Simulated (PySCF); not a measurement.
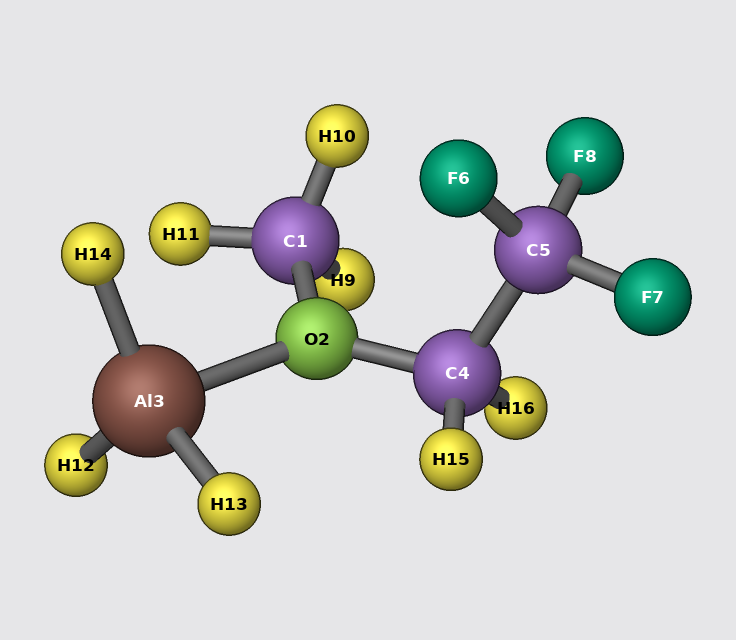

Geometry: an end point of a reaction path computed with GFN2-xTB. Level of theory: GIAO PBE0/pcSseg-1 NMR shielding, non-relativistic, gas phase (PySCF 2.14.0). Principal shieldings σ11 ≤ σ22 ≤ σ33, span Ω = σ33 − σ11, skew κ = 3(σiso − σ22)/Ω.

Give the shielding tensors of the O atoms.

| atom | σ11 | σ22 | σ33 | σiso | Ω | κ |
| --- | --- | --- | --- | --- | --- | --- |
| O2 | 304.2 | 336.8 | 350.2 | 330.4 | 46.0 | −0.42 |

Shieldings and span in ppm.
